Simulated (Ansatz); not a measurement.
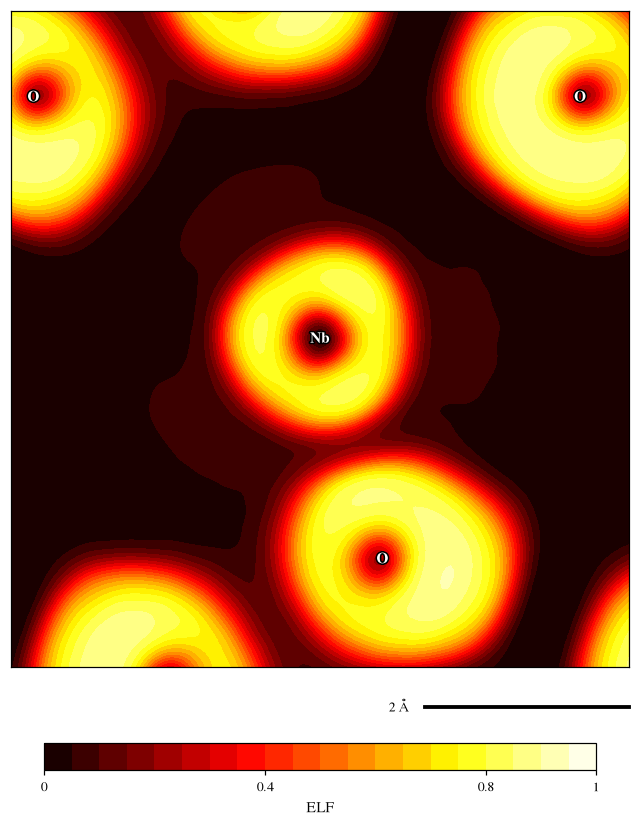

The picture shows: NbAsO$_{5}$. ELF on the (010) plane of the conventional cell.

Space group Pm; a structure from a database of computed crystals, not necessarily the ambient phase; started from the MgPPd5-123 prototype, which need not be the ambient phase; changed on purpose from its base cell (shaken).

Level of theory: DFT, PBEsol, plane waves, PAW (Ansatz).

In a PAW calculation such maps are meaningful between the atoms, not at the nuclei.

### Describe what can be read from this map.

Atoms in the plane: Nb and O. The ELF also peaks beside O, away from the bonds: lone-pair regions. The features right at Nb lie inside the PAW spheres, where the map follows smoothed inner orbitals and isn't to be read closely.
